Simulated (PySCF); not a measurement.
Geometry relaxation, with input and output: C5H4F2

- system: C5H4F2
- method: PBE0-D3(BJ)/def2-SVP geometry optimisation, gas phase (PySCF 2.14.0)

It belongs to a series of runs on one base structure; here: constitutional isomer.

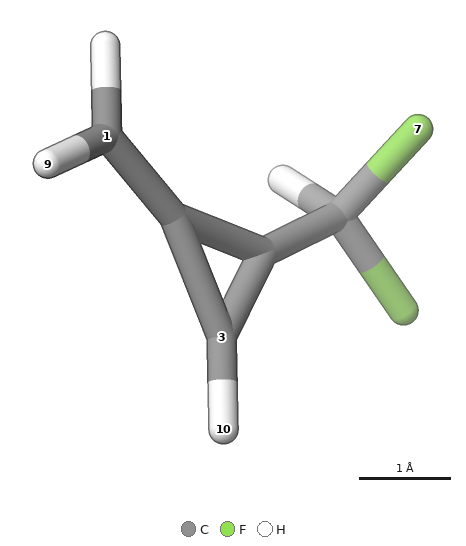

**Figure 1.** The input geometry (stick view, seen at an oblique angle; atoms are numbered from 1 in the order of the input). Bond lengths as drawn: C–C 1.30 to 1.50 Å, C–F 1.35 to 1.36 Å and C–H 1.04 to 1.12 Å.

### Results in brief

| quantity | value |
| --- | --- |
| outcome | converged |
| total energy | −391.792715 hartree |
| dipole moment | 1.68 D |
| point group | C1 |
| hardware | 1 CPU thread, shared host |
| wall time | 81 s |
| peak memory | 0.51 GiB |

### Input file
```
{"job": {"xc": "PBE0", "basis": "def2-SVP", "d3": "d3bj", "grid": 1, "shake": 0.01, "kind": "geom"}, "charge": 0, "multiplicity": 1}
C     -2.101000    -0.426690     0.288790
C     -1.003570     0.204270     0.009950
C     -0.226420     1.349460    -0.413800
C      0.488330     0.247050    -0.098610
C      1.739450    -0.457620     0.044390
F      2.779700     0.344310    -0.314600
F      1.813250    -1.555810    -0.734580
H     -2.125110    -1.420030     0.607280
H     -3.068440     0.107530     0.200990
H     -0.167370     2.363810    -0.709970
H      1.909300    -0.782120     1.104500
```

The first line tells a small driver script what to run in PySCF; the rest is the geometry in Å.

Run as:
```bash
OMP_NUM_THREADS=1 python <driver script> task.json out
```

### Output
```
step   0  E = -391.78438787  max force = 0.068497
step   1  E = -391.78522621  max force = 0.028362
step   2  E = -391.78887991  max force = 0.022608
step   3  E = -391.79192738  max force = 0.014985
step   4  E = -391.79253246  max force = 0.003265
step   5  E = -391.79265655  max force = 0.001537
step   6  E = -391.79268725  max force = 0.000963
step   7  E = -391.79270266  max force = 0.001054
step   8  E = -391.79271113  max force = 0.000600
step   9  E = -391.79271465  max force = 0.000302
optimisation converged
```

### Trajectory as extended XYZ (Å, eV, eV/Å), 10 frames, from step=0 to step=9
```
11
Properties=species:S:1:pos:R:3:forces:R:3 step=0 energy=-10660.99621
C    -2.1010   -0.4267    0.2888   -2.4441   1.2672  -0.1839
C    -1.0036    0.2043    0.0100    3.5222   1.1610  -0.5884
C    -0.2264    1.3495   -0.4138    0.8604  -2.7160   0.9752
C     0.4883    0.2470   -0.0986   -3.4837   1.4788  -0.6440
C     1.7394   -0.4576    0.0444    1.8158  -0.3062   0.5108
F     2.7797    0.3443   -0.3146   -0.2203  -0.0571   0.1452
F     1.8133   -1.5558   -0.7346   -0.3565  -0.0258  -0.0159
H    -2.1251   -1.4200    0.6073    0.0538  -1.8546   0.5906
H    -3.0684    0.1075    0.2010    0.4234  -0.3010   0.0142
H    -0.1674    2.3638   -0.7100   -0.0148   1.1862  -0.3871
H     1.9093   -0.7821    1.1045   -0.1564   0.1677  -0.4168
11
Properties=species:S:1:pos:R:3:forces:R:3 step=1 energy=-10661.01903
C    -2.1684    0.0929    0.0777   -0.3628  -0.0944   0.0274
C    -0.9393    0.5444   -0.1262    0.4643  -1.0755   0.3382
C     0.2324    1.3262   -0.4338   -1.0921   1.4284  -0.3121
C     0.4254    0.0954   -0.0401    1.4585  -0.2709  -0.0884
C     1.5632   -0.8354    0.2292   -0.8515  -0.0944   0.1204
F     2.7177   -0.2442   -0.1038    0.1493   0.0026  -0.0374
F     1.4146   -1.9598   -0.5014    0.1196  -0.0039   0.0035
H    -2.2712   -0.9507    0.4159   -0.1463   0.3746  -0.1116
H    -3.0572    0.6952   -0.0856   -0.1604   0.0931  -0.0184
H     0.5411    2.3288   -0.7444    0.2851  -0.3273   0.0482
H     1.5848   -1.1159    1.2973    0.1363  -0.0323   0.0301
11
Properties=species:S:1:pos:R:3:forces:R:3 step=2 energy=-10661.11845
C    -2.1836    0.0834    0.0799   -0.2126   0.4801  -0.1603
C    -0.9345    0.5028   -0.1147    0.3279  -1.1626   0.3747
C     0.2054    1.3259   -0.4335   -0.7915   0.2584   0.0515
C     0.4528    0.0899   -0.0405    0.6075   0.4803  -0.2920
C     1.5887   -0.8341    0.2294   -0.4297  -0.1426   0.1029
F     2.7439   -0.2399   -0.1059    0.1367   0.0653  -0.0276
F     1.4595   -1.9611   -0.5004   -0.0091   0.0034  -0.0042
H    -2.3922   -0.9358    0.4160    0.1231   0.0699  -0.0247
H    -3.0358    0.7405   -0.1010   -0.0213   0.0364  -0.0091
H     0.5099    2.3245   -0.7414    0.2520  -0.1047  -0.0171
H     1.6290   -1.1191    1.2970    0.0170   0.0160   0.0058
11
Properties=species:S:1:pos:R:3:forces:R:3 step=3 energy=-10661.20138
C    -2.2058    0.0957    0.0761    0.2451   0.3270  -0.1273
C    -0.9239    0.4251   -0.0911    0.0800  -0.2192   0.0784
C     0.1500    1.3189   -0.4277    0.0115  -0.5487   0.2545
C     0.4913    0.0919   -0.0459   -0.5100   0.7706  -0.3095
C     1.6104   -0.8319    0.2276    0.1962  -0.1458   0.0658
F     2.7795   -0.2469   -0.1048   -0.0262   0.0063   0.0083
F     1.4825   -1.9597   -0.5011   -0.0615   0.0150   0.0048
H    -2.4410   -0.9072    0.4087   -0.2034  -0.2779   0.0987
H    -3.0247    0.7991   -0.1202    0.2307  -0.1002   0.0255
H     0.4669    2.3089   -0.7329    0.0994   0.1408  -0.0793
H     1.6577   -1.1170    1.2959   -0.0618   0.0323  -0.0200
11
Properties=species:S:1:pos:R:3:forces:R:3 step=4 energy=-10661.21784
C    -2.1934    0.0756    0.0810   -0.0202   0.1528  -0.0522
C    -0.9115    0.3932   -0.0814   -0.0685  -0.1480   0.0589
C     0.1354    1.3167   -0.4244    0.1104  -0.0355   0.0686
C     0.5012    0.1029   -0.0517   -0.1342   0.1679  -0.1172
C     1.6171   -0.8241    0.2240    0.1583  -0.0564   0.0271
F     2.7924   -0.2470   -0.1056   -0.0877  -0.0603   0.0176
F     1.4752   -1.9514   -0.5027    0.0073   0.0204   0.0120
H    -2.5137   -0.9112    0.4107    0.0862  -0.1077   0.0293
H    -2.9663    0.8170   -0.1260   -0.0206   0.0256  -0.0070
H     0.4546    2.3092   -0.7324   -0.0225   0.0355  -0.0347
H     1.6519   -1.1041    1.2932   -0.0084   0.0058  -0.0024
11
Properties=species:S:1:pos:R:3:forces:R:3 step=5 energy=-10661.22122
C    -2.1908    0.0771    0.0797   -0.0019   0.0026  -0.0040
C    -0.9110    0.4002   -0.0837   -0.0329  -0.0233   0.0161
C     0.1384    1.3249   -0.4259    0.0364   0.0061   0.0506
C     0.4997    0.1103   -0.0544    0.0052   0.0499  -0.0790
C     1.6120   -0.8252    0.2251    0.0601  -0.0279   0.0174
F     2.7908   -0.2596   -0.1034   -0.0304  -0.0085   0.0059
F     1.4641   -1.9524   -0.4997   -0.0152   0.0039   0.0059
H    -2.4818   -0.9214    0.4093    0.0161  -0.0070   0.0023
H    -2.9757    0.8078   -0.1216   -0.0038   0.0012  -0.0021
H     0.4552    2.3188   -0.7355   -0.0198  -0.0044  -0.0175
H     1.6420   -1.1035    1.2948   -0.0138   0.0075   0.0045
11
Properties=species:S:1:pos:R:3:forces:R:3 step=6 energy=-10661.22205
C    -2.1863    0.0749    0.0795    0.0047  -0.0387   0.0089
C    -0.9082    0.4035   -0.0845   -0.0088   0.0303  -0.0042
C     0.1401    1.3319   -0.4261   -0.0059   0.0055   0.0376
C     0.5024    0.1171   -0.0575    0.0494  -0.0034  -0.0495
C     1.6095   -0.8255    0.2251   -0.0236   0.0065   0.0150
F     2.7922   -0.2705   -0.1026   -0.0012  -0.0076  -0.0015
F     1.4509   -1.9529   -0.4970    0.0039  -0.0009   0.0063
H    -2.4650   -0.9281    0.4080   -0.0086   0.0174  -0.0047
H    -2.9770    0.8001   -0.1192   -0.0018  -0.0037   0.0007
H     0.4520    2.3270   -0.7369   -0.0110  -0.0074  -0.0106
H     1.6323   -1.1004    1.2960    0.0030   0.0020   0.0022
11
Properties=species:S:1:pos:R:3:forces:R:3 step=7 energy=-10661.22247
C    -2.1819    0.0721    0.0792    0.0041  -0.0356   0.0083
C    -0.9054    0.4062   -0.0852    0.0012   0.0377  -0.0090
C     0.1405    1.3382   -0.4255   -0.0218   0.0066   0.0227
C     0.5058    0.1233   -0.0607    0.0542  -0.0353  -0.0274
C     1.6074   -0.8254    0.2251   -0.0450   0.0118   0.0153
F     2.7946   -0.2822   -0.1031    0.0165   0.0078  -0.0076
F     1.4403   -1.9540   -0.4931    0.0020  -0.0050   0.0034
H    -2.4555   -0.9330    0.4054   -0.0110   0.0160  -0.0038
H    -2.9762    0.7939   -0.1170   -0.0023  -0.0025   0.0008
H     0.4472    2.3345   -0.7372   -0.0021  -0.0044  -0.0049
H     1.6262   -1.0967    1.2969    0.0041   0.0030   0.0022
11
Properties=species:S:1:pos:R:3:forces:R:3 step=8 energy=-10661.22270
C    -2.1786    0.0695    0.0785    0.0013  -0.0114   0.0021
C    -0.9032    0.4082   -0.0859    0.0047   0.0173  -0.0043
C     0.1408    1.3425   -0.4242   -0.0162   0.0016   0.0112
C     0.5089    0.1273   -0.0633    0.0165  -0.0241  -0.0178
C     1.6059   -0.8253    0.2248   -0.0308   0.0105   0.0092
F     2.7963   -0.2907   -0.1058    0.0147   0.0067  -0.0067
F     1.4318   -1.9558   -0.4887    0.0045  -0.0026   0.0062
H    -2.4506   -0.9365    0.4023   -0.0046   0.0035  -0.0004
H    -2.9752    0.7896   -0.1153    0.0002  -0.0014   0.0005
H     0.4438    2.3400   -0.7357    0.0040  -0.0018  -0.0004
H     1.6231   -1.0920    1.2980    0.0056   0.0016   0.0005
11
Properties=species:S:1:pos:R:3:forces:R:3 step=9 energy=-10661.22280
C    -2.1777    0.0685    0.0777   -0.0005   0.0013  -0.0010
C    -0.9026    0.4090   -0.0865    0.0034  -0.0007   0.0009
C     0.1407    1.3440   -0.4229   -0.0060   0.0020   0.0053
C     0.5098    0.1281   -0.0646   -0.0058  -0.0129  -0.0155
C     1.6053   -0.8251    0.2246   -0.0056   0.0030   0.0072
F     2.7968   -0.2941   -0.1093    0.0047   0.0054  -0.0049
F     1.4285   -1.9578   -0.4848    0.0020   0.0009   0.0059
H    -2.4499   -0.9378    0.3998    0.0007  -0.0026   0.0011
H    -2.9750    0.7883   -0.1146    0.0002   0.0004  -0.0002
H     0.4432    2.3420   -0.7331    0.0047   0.0005   0.0008
H     1.6239   -1.0884    1.2986    0.0023   0.0028   0.0003
```

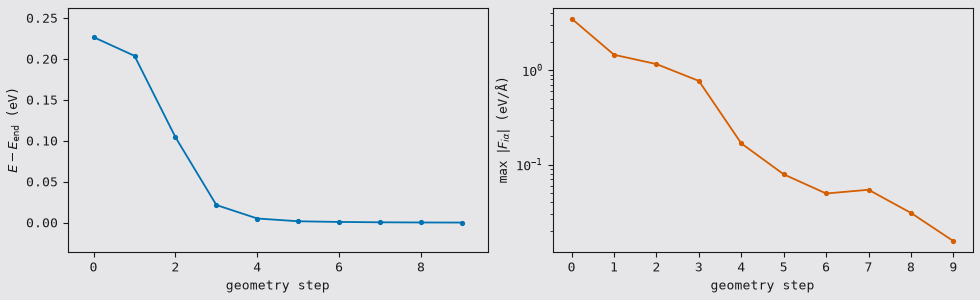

**Figure 2.** Progress of the relaxation, step by step (steps are counted from 0).

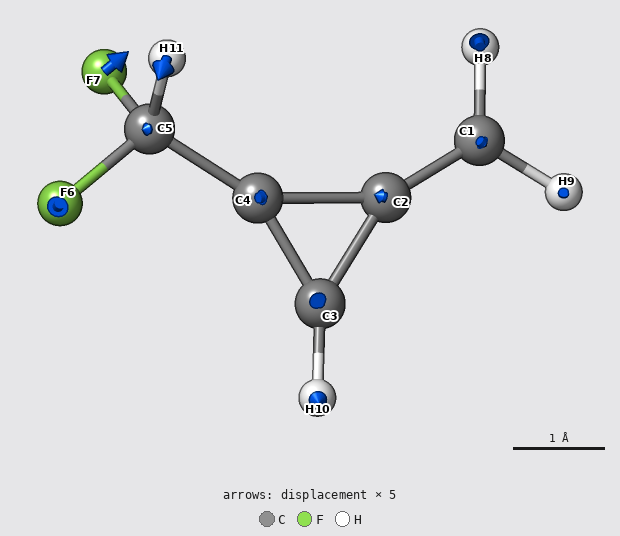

**Figure 3.** The starting structure with the displacements as blue arrows, magnified 5 times (ball-and-stick view, seen at a tilt). The two geometries are laid on each other by the best rigid fit. F7 moves most after the best rigid fit: 0.072 Å. By element the largest moves are F 0.072 Å, H 0.066 Å, C 0.041 Å. Among the contacts that change: C2–C4 1.496 → 1.440 Å, C1–H8 1.043 → 1.091 Å, C4–C5 1.443 → 1.481 Å, C1–C2 1.296 → 1.330 Å. Among the angles that change: C3–C4–C5 151.7° → 148.5°, C4–C5–F7 112.8° → 109.9°, C4–C3–H10 144.9° → 147.6°. The energy falls by 0.227 eV in 9 geometry steps. The largest force component goes from 3.5 to 0.015 eV/Å. (Atoms are counted from 1 in the order of the input.)
